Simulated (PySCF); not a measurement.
Consider CH3BF2O.

```xyz
8

O    -1.5370    0.5384   -0.2333
C    -0.4235   -0.2213   -0.7265
B     0.9010   -0.2257    0.1191
F     1.9455   -1.0121   -0.1387
F     1.0383    0.4475    1.2551
H    -1.1933    1.1005    0.4993
H    -0.6739   -1.2587   -0.7502
H    -0.2296    0.2114   -1.7508
```

Geometry: GFN2-xTB, MD frame at 250 fs, 200 K.

All numbers below come from PBE0/def2-SVPD, SCF density, gas phase in PySCF 2.14.0.

### Predict the electron density and electron localisation function between the atoms.

B–F (1.33 Å): ρ is about 2.2 e/Å³ halfway; the ELF peaks at about 0.85 between the atoms: a shared but strongly polarised pair.
C–O (1.44 Å): ρ at the midpoint is about 1.9 e/Å³, with its minimum of 1.7 e/Å³ about 0.5 Å from C; the ELF peaks at about 0.90 between the atoms, as expected for a shared but strongly polarised pair.
C–B (1.57 Å): ρ at the midpoint is about 1.5 e/Å³; the ELF peaks at about 1 between the atoms; localised, covalent bonding.
O–H (0.99 Å): ρ at the midpoint is about 3.5 e/Å³; the ELF climbs to about 1 towards the hydrogen, as it does in any bond to H (an ordinary covalent bond to hydrogen).

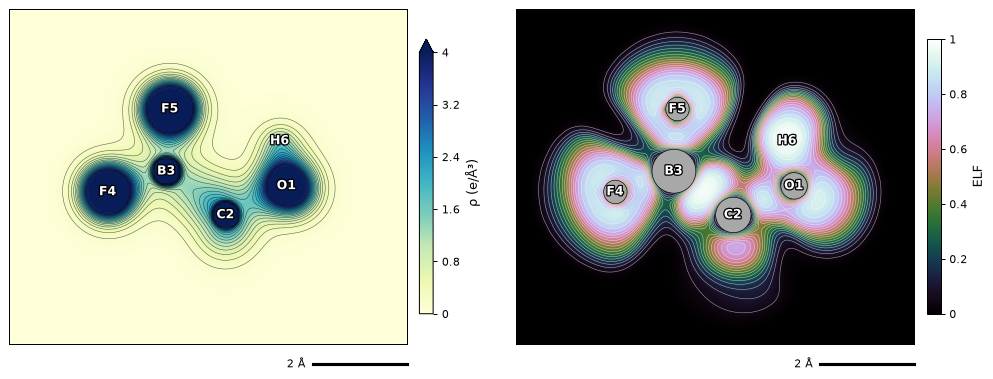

Computed electron density and electron localisation function on the plane of atoms C2, B3 and F5, in this order. Grey discs cover the atomic cores in the ELF map. 
